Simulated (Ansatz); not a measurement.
## Electronic structure of CH5Ga (GaH2Me) in real space

Input

```
crystal:
  periodic: [false, false, false]
  atoms:
    - {symbol: Ga, position_ang: [0.526546, 0.921373, 0.005768]}
    - {symbol: H, position_ang: [2.100395, 0.934805, 0.024219]}
    - {symbol: H, position_ang: [-0.242694, 2.293379, -0.047904]}
    - {symbol: C, position_ang: [-0.454557, -0.782663, 0.019685]}
    - {symbol: H, position_ang: [-0.533782, -1.152806, -1.007847]}
    - {symbol: H, position_ang: [-1.467540, -0.669546, 0.408391]}
    - {symbol: H, position_ang: [0.071633, -1.544531, 0.597678]}
basis:
  gaussian: {orbitals: def2-TZVP, initial_orbitals: start.molden}
hamiltonian: {xc: pbe0, dispersion: d4}
output: {forces: true, orbitals: {seedname: orbitals}}
```

Launched as:

```sh
ansatz run in.yaml --threads 4 --pin off --events-out ev --progress --plain --max-ram 3916MiB
```

Geometry: PBE0-D4/def2-TZVP.

Level of theory: Ansatz 0.2.0, RKS PBE0-D4/def2-TZVP.

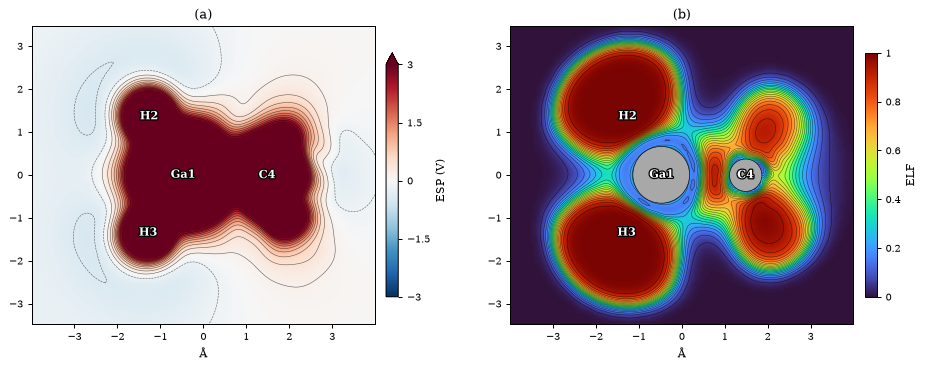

Figure 1. (a) molecular electrostatic potential; (b) ELF on the plane of atoms H3, Ga1 and C4. Grey discs cover the atomic cores in the ELF map.

Read the bonding off the picture.

Atoms in the plane: Ga, H and C.
C–Ga (1.97 Å): the ELF peaks at about 0.90 in the valence shell of C, 0.7 Å from its nucleus, and is about 0.55 at the midpoint.
Ga–H (1.57 Å): the ELF climbs to about 1 towards the hydrogen.
Outside the dense part of the molecule the potential is most negative (−0.5 V) near H2.

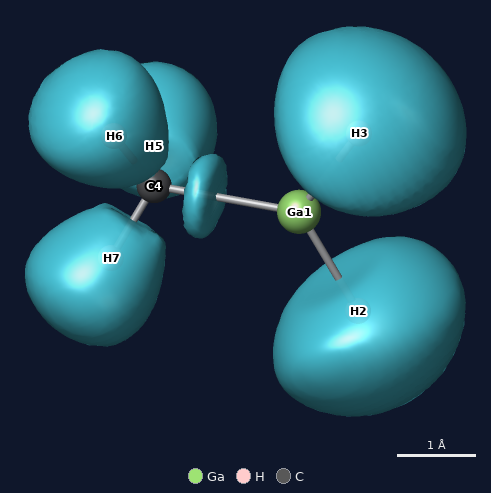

Figure 2. Isosurface of the electron localisation function at 0.8 (cyan), seen at a tilt. Core shells and regions of very low density are left out.

Where are the electrons localised?

At this value the surface marks out five regions around hydrogen nuclei and one lobe of the valence shell of C pointing towards Ga (polar bonds).


 C–H (1.09 Å): the ELF climbs to about 1 towards the hydrogen (a covalent bond by its length).

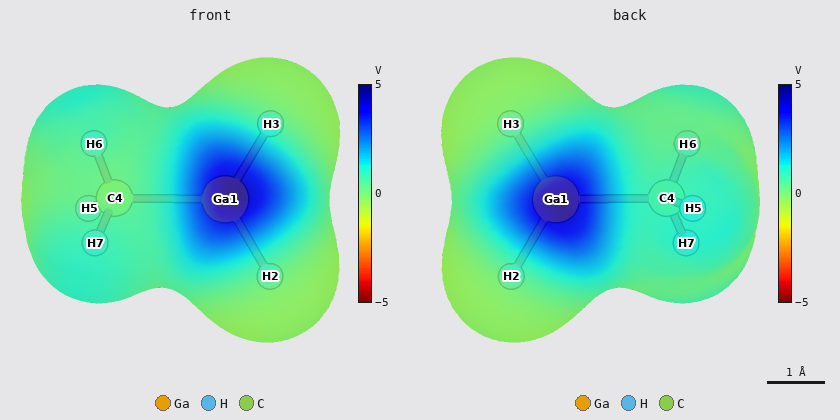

Figure 3. The molecular electrostatic potential painted on the density surface at 0.004 e/bohr³, seen from the front and from behind; red is negative and blue positive.

Where is the surface potential most negative and most positive?

The most negative region (about −0.4 V) lies over H2 and H3, the most positive (about +4.3 V) over Ga1.
